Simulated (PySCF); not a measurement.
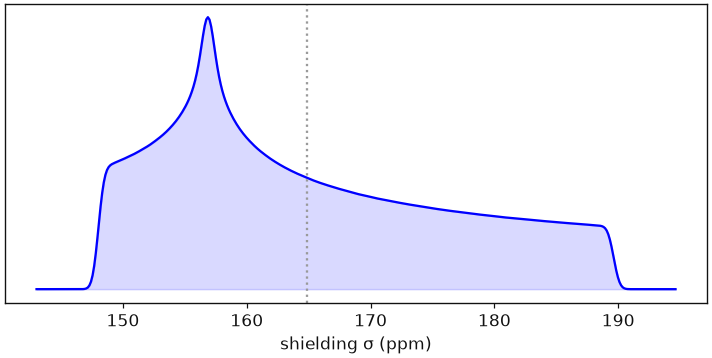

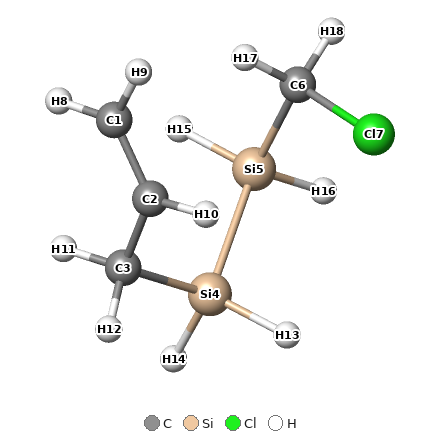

Static powder pattern (¹³C) from GIAO shielding tensors of C₄H₁₁ClSi₂, SMILES C=CC[SiH2][SiH2]CCl, PBE0/pcSseg-1 in PySCF, at a PBE0-D3(BJ)/def2-SVP geometry (no frequency check); absolute shielding, one fixed geometry of the isolated molecule without any motion, no dipolar terms. The dotted line is the isotropic value; skew is 3(σiso − σ22)/span.

The pattern belongs to C3. Give the principal values, span and skew.

C3: σ11, σ22, σ33 = 148, 157, 190 ppm, isotropic 165, span 42 ppm, skew 0.57.

Known limits of this run: one conformer of a flexible molecule.
